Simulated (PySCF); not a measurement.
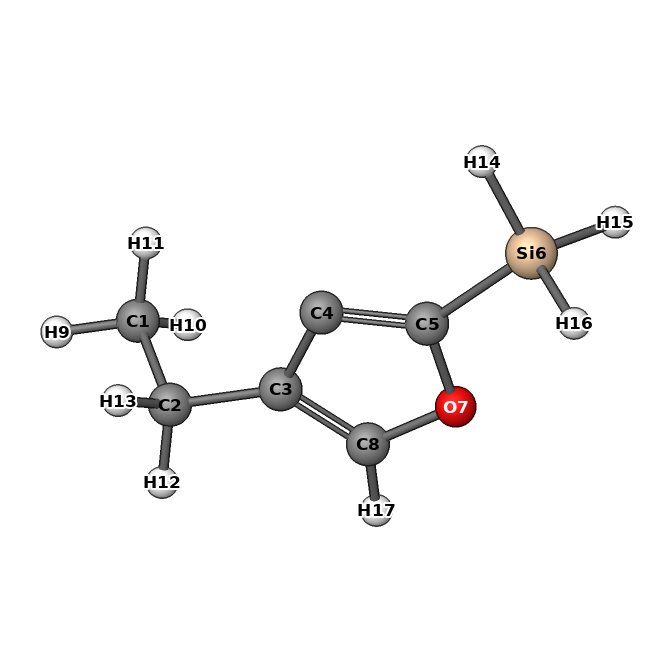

The questions are on Mulliken spin populations. Charge 0, doublet. The geometry was computed by an optimisation with GFN2-xTB. No frequency run is at hand to confirm it as a minimum. Method: UKS B3LYP, pcH-1 on C H O Si, non-relativistic (PySCF 2.14.0).

Q: Which atom carries the largest spin population?

A: C4 (1.02 e).

Q: Which atom has the lowest spin population?

A: C5 (−0.08 e); a negative value comes from spin polarisation.

Give the Mulliken spin populations atom by atom.

```json
{"atom": "C1", "value (e)": "0.00"}
{"atom": "C2", "value (e)": "0.01"}
{"atom": "C3", "value (e)": "−0.04"}
{"atom": "C4", "value (e)": "1.02"}
{"atom": "C5", "value (e)": "−0.08"}
{"atom": "Si6", "value (e)": "0.00"}
{"atom": "O7", "value (e)": "0.04"}
{"atom": "C8", "value (e)": "0.05"}
{"atom": "H9", "value (e)": "0.00"}
{"atom": "H10", "value (e)": "0.00"}
{"atom": "H11", "value (e)": "0.00"}
{"atom": "H12", "value (e)": "0.00"}
{"atom": "H13", "value (e)": "0.00"}
{"atom": "H14", "value (e)": "0.00"}
{"atom": "H15", "value (e)": "0.00"}
{"atom": "H16", "value (e)": "0.00"}
{"atom": "H17", "value (e)": "0.00"}
```

Mulliken values depend strongly on the basis set. The geometry is semi-empirical. Around Si such bond lengths and angles can be off by a tenth of an ångström or more and by several degrees, and values that hang on the shape move with them.
